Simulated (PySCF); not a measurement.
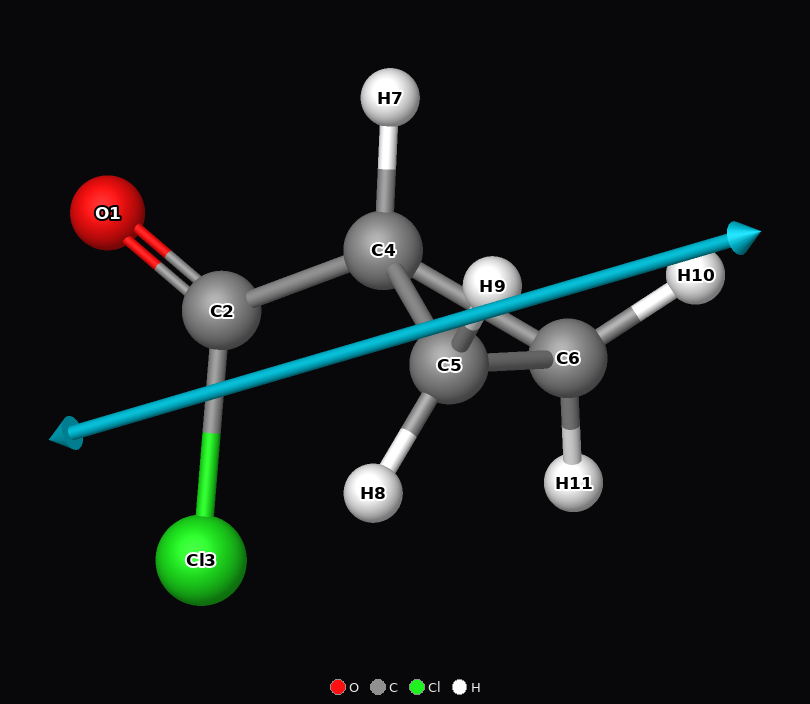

The double arrow shows the direction of the transition dipole to excited singlet state 4 (its length means nothing). The computed structure is the end point of a GFN2-xTB optimisation. No frequency run is at hand to confirm it as a minimum. Method: TDDFT B3LYP/def2-SVPD, vertical, gas phase, core orbitals frozen in the response (PySCF 2.14.0).

How is the transition polarised?

Nearly parallel to the C2–C4 bond.

Give its energy, strength and character.

7.04 eV (176 nm), oscillator strength 0.21, mainly HOMO−2 → LUMO (weight 0.73); transition dipole 2.80 D.
